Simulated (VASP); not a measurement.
Input:

```
CELL_PARAMETERS angstrom
     -2.04038     2.04038     3.90170
      2.04038    -2.04038     3.90170
      2.04038     2.04038    -3.90170
ATOMIC_POSITIONS crystal
  Sn 0.00000 0.00000 0.00000
  F  0.75667 0.75667 0.00000
  F  0.24333 0.24333 0.00000
  F  0.50000 0.00000 0.50000
  F  0.00000 0.50000 0.50000
```

Level of theory: r2SCAN meta-GGA, VASP's PBE PAW potentials (set 64) (plane waves; VASP). Settings: 520 eV cut-off, 9×9×9 Γ-centred mesh, tetrahedra with Blöchl corrections, potentials Sn_d F.

Unless said otherwise, spin-orbit coupling is left out, though it shifts the bands of the heavy elements here.

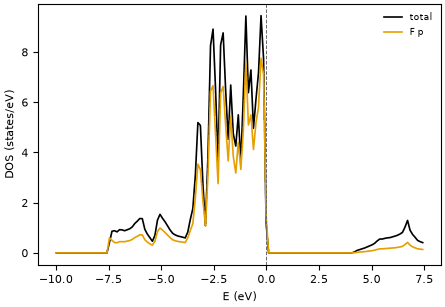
Figure. Total and projected density of states, zero at the valence-band maximum

Within 2 eV below the valence-band maximum the largest weight inside VASP's projection spheres is F p.

The gap is indirect, 4.04 eV, from the valence maximum at X to the conduction minimum at Γ.

The structure comes from a computed database's SnF4 entry (I4/mmm); how it stands against other phases isn't given here. It was relaxed first.
